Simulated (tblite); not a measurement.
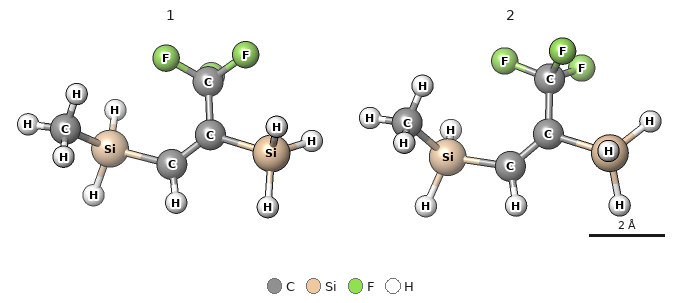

Two geometries of C4H9F3Si2, drawn at one scale. One is the start of a relaxation, the other its converged end. The picture is a ball-and-stick view, seen face on.

All numbers below come from GFN2-xTB geometry optimisation, gas phase in tblite. 

Which of the two is the end point?

Answer. Structure 1 is the relaxed one. The largest move after the best rigid fit is that of an F atom, 0.93 Å. Largest moves by element: F 0.93 Å, H 0.86 Å, Si 0.29 Å, C 0.18 Å. Near-neighbour distances that change, for instance: C–Si 1.831 → 1.898 Å, C–Si 1.863 → 1.898 Å, C–C 1.515 → 1.489 Å, H–Si 1.488 → 1.462 Å. Among the angles between lasting bonds that change: C–C–C 128.6° → 119.5°, Si–C–H 110.6° → 115.7°, Si–C–C 109.1° → 114.1°. Groups turn about C–C by about 45°, C–Si by about 30°. After 150 geometry steps the energy has fallen by 28.5 kJ/mol. Cost: 2.2 s on 1 thread of Arm Neoverse N1, on a shared host.
